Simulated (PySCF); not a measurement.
| atom | x (Å) | y (Å) | z (Å) |
| --- | --- | --- | --- |
| O | 2.2261 | 1.1902 | -0.0852 |
| C | 1.8242 | 0.0535 | 0.0204 |
| C | 0.4239 | -0.2915 | 0.0334 |
| N | -0.1025 | -1.5066 | 0.1424 |
| C | -1.4027 | -1.3439 | 0.1063 |
| C | -1.7577 | -0.0222 | -0.0268 |
| N | -0.5745 | 0.6424 | -0.0727 |
| H | 2.4988 | -0.8117 | 0.1152 |
| H | -2.7106 | 0.4587 | -0.0875 |
| H | -0.4161 | 1.6358 | -0.1681 |

Geometry: GFN2-xTB.

The calculation used PySCF, UKS B3LYP, pcH-1 on C H N O, non-relativistic, mean-field spin-orbit, GIAO.

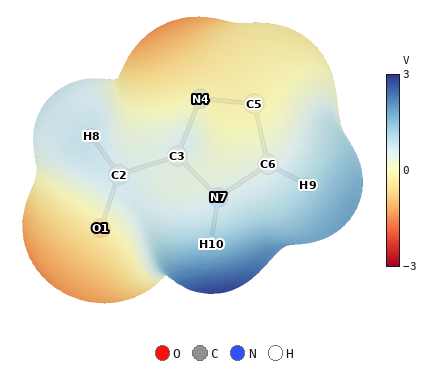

C$_{4}$H$_{3}$N$_{2}$O (SMILES O=Cc1n[c]c[nH]1) (doublet). The molecular electrostatic potential painted on the density surface at 0.002 e/bohr³, seen at a tilt; red is negative and blue positive.

### Where is the surface potential most negative and most positive?

The most negative region (about −1.5 V) lies over O1 and N4, the most positive (about +2.8 V) over H10.
